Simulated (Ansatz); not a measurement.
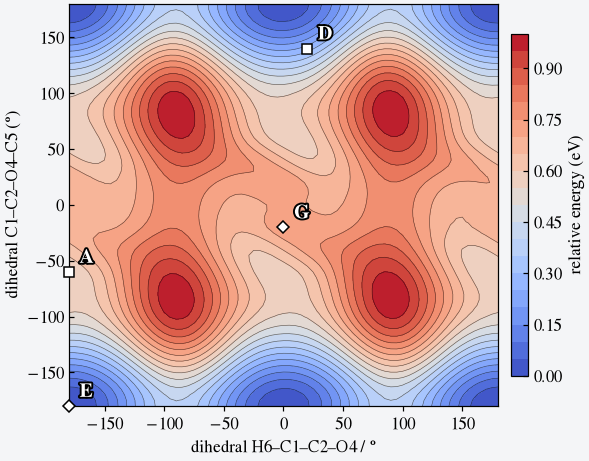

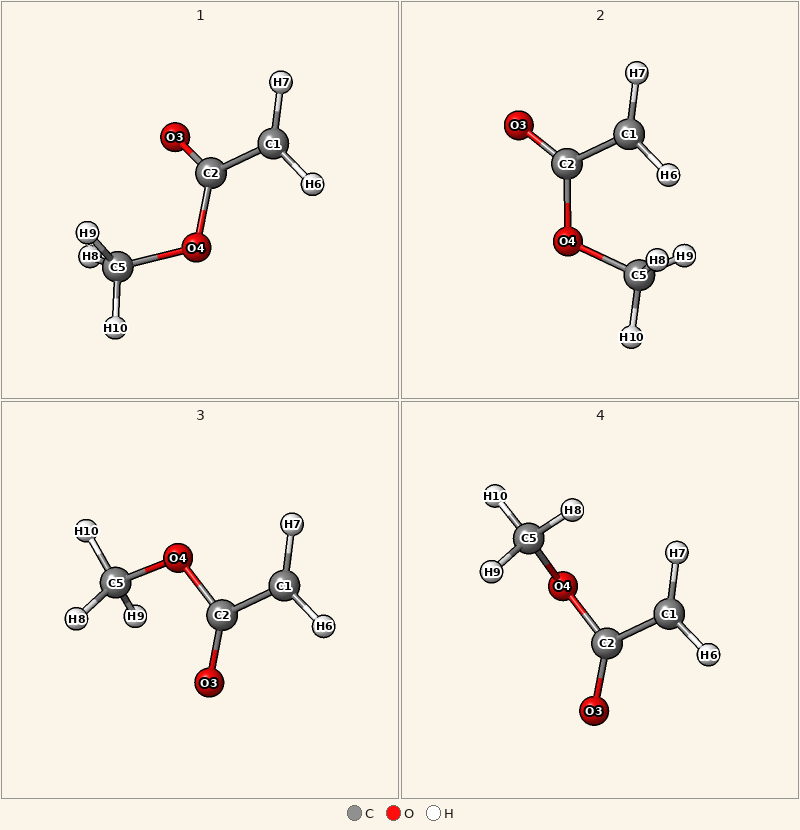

C3H5O2, SMILES [CH2]C(=O)OC, spin multiplicity 2. 
- Coordinates scanned: (1) dihedral H6–C1–C2–O4; (2) dihedral C1–C2–O4–C5.
- Nothing is relaxed (all other coordinates rigid).
- The scan uses an 18 × 18 grid.
- Points are written as (first, second).
- All energies are given in eV relative to the lowest grid point.
- All numbers below come from Ansatz, UKS PBE-D4/def2-SVP.

In the figure: filled contours, lettered points. Between grid points the surface is interpolated. The numbered pictures are the structures at these points, in random order.

Question: Which structure belongs to which point?

Answer: A is structure 4: (−180°, −60°), 0.56 eV; D is structure 1: (20°, 140°), 0.28 eV; E is structure 3: (−180°, −180°), 0.00 eV; G is structure 2: (0°, −20°), 0.73 eV.
